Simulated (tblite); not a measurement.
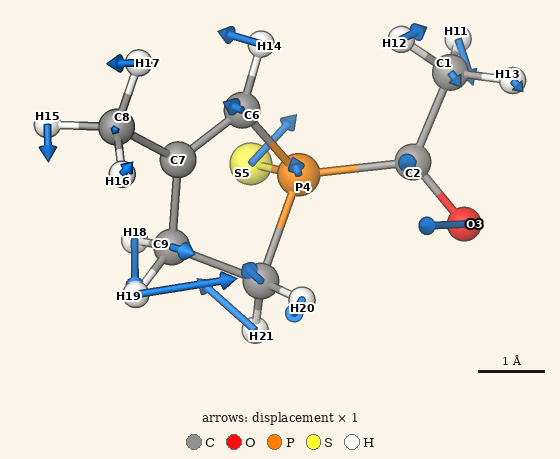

A relaxation of C$_{7}$H$_{11}$OPS. The starting structure is drawn; blue arrows show the displacements, at their true length. The two geometries are superimposed by the best rigid fit.

Style: ball-and-stick. Shown at a tilt.

Method: GFN2-xTB geometry optimisation, gas phase in tblite. 

Q: What did the optimiser do to the structure, and how much energy did it gain?

A: After 173 geometry steps the energy has fallen by 261.6 kJ/mol. An H atom moves most after the best rigid fit: 1.66 Å. By element the largest moves are H 1.66 Å, O 1.60 Å, S 1.16 Å, C 0.67 Å, P 0.36 Å. Near-neighbour distances that change, for instance: P–S 1.691 → 1.941 Å, C–P 1.748 → 1.895 Å, C–C 1.462 → 1.506 Å, C–H 1.131 → 1.090 Å. Among the angles between lasting bonds that change: S–P–C 107.0° → 119.7°, P–C–C 94.6° → 106.0°, C–P–C 113.2° → 103.0°. Groups turn about C–C by about 70°, C–P by about 60°, C–C by about 55°.
